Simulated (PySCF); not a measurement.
H6O4Si2 ((OH)3Si-O-SiH3)

The calculation's input:

```
{"job": {"kind": "nmr", "xc": "PBE0", "basis": "pcSseg-1"}, "charge": 0, "multiplicity": 1}
Si     0.283856    -0.105428    -0.912325
O      1.815371    -0.655060    -1.146537
O     -0.627160    -0.716696    -2.143229
O      0.349491     1.537018    -0.830108
O     -0.402559    -0.570618     0.505852
Si    -0.594776     0.062410     2.034057
H      1.883315    -1.518545    -1.564040
H     -1.566543    -0.799467    -1.955500
H      0.957233     1.973158    -1.433325
H      0.663870     0.710186     2.506947
H     -1.701203     1.063755     2.043481
H     -0.945425    -1.063462     2.945698
```

Run with:

```sh
OMP_NUM_THREADS=1 python probes_run.py task.json out
```

Geometry: PBE0-D3(BJ)/def2-SVP.

Level of theory: PBE0/pcSseg-1, SCF density, gas phase, non-relativistic in PySCF 2.14.0.

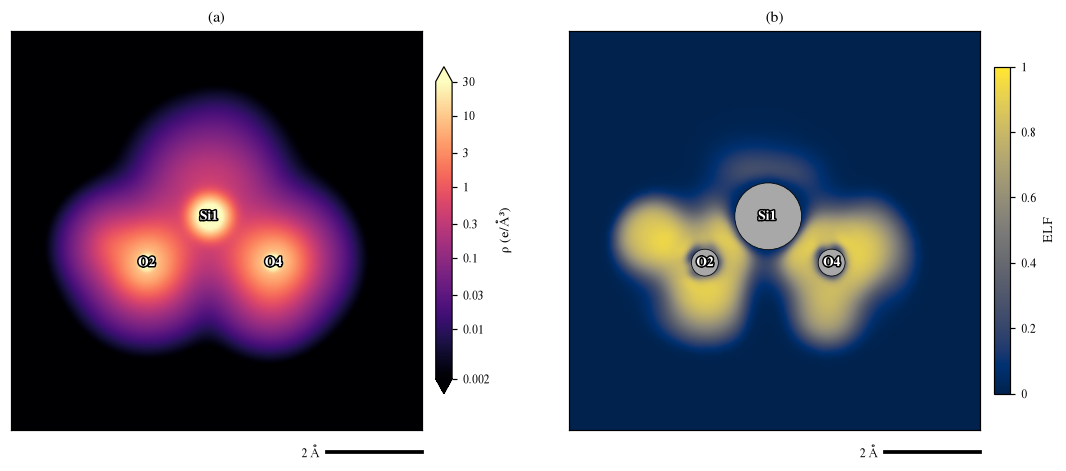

Figure 1. (a) total electron density; (b) electron localisation function on the plane of atoms O2, Si1 and O4. Grey discs cover the atomic cores in the ELF map.

Q: Interpret the plot.

A:
- The plane passes through Si and O nuclei.
- Si–O (1.64 Å): ρ at the midpoint is about 1.2 e/Å³; the ELF peaks at about 0.90 between the atoms; a shared but strongly polarised pair.
- The ELF also peaks beside O2 and O4, away from the bonds: lone-pair regions.

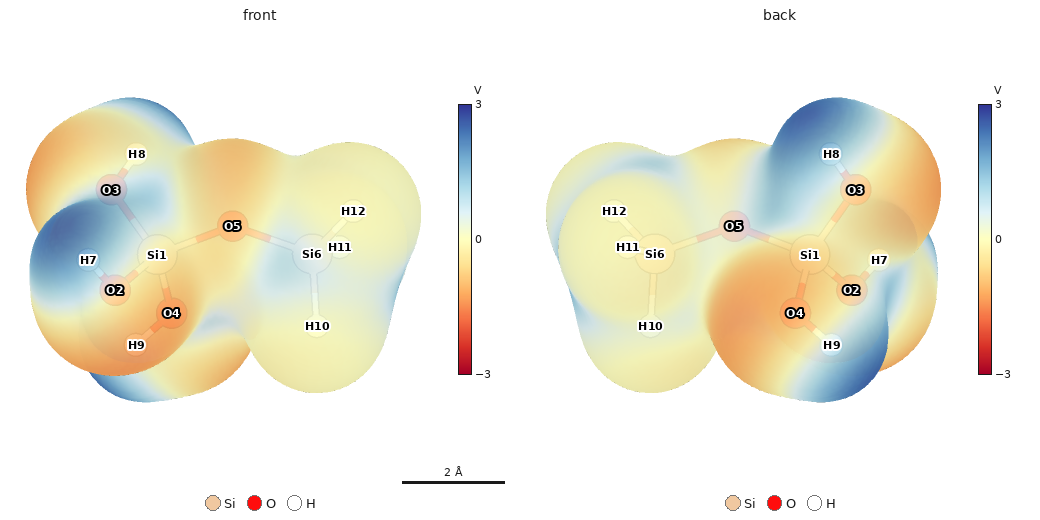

Figure 2. The molecular electrostatic potential painted on the density surface at 0.002 e/bohr³, seen from the front and from behind; red is negative and blue positive.

Q: Which sites attract a positive test charge, and which a negative one?

A: A positive charge is drawn to the negative regions and a negative charge to the positive ones. The most negative region (about −1.4 V, or −32 kcal/mol for a unit charge) lies over O2 and O4, the most positive (about +2.5 V, or +58 kcal/mol for a unit charge) over H7, H8 and H9.

Q: How polar is the molecule by this calculation?

A: Its dipole moment is 0.89 D.
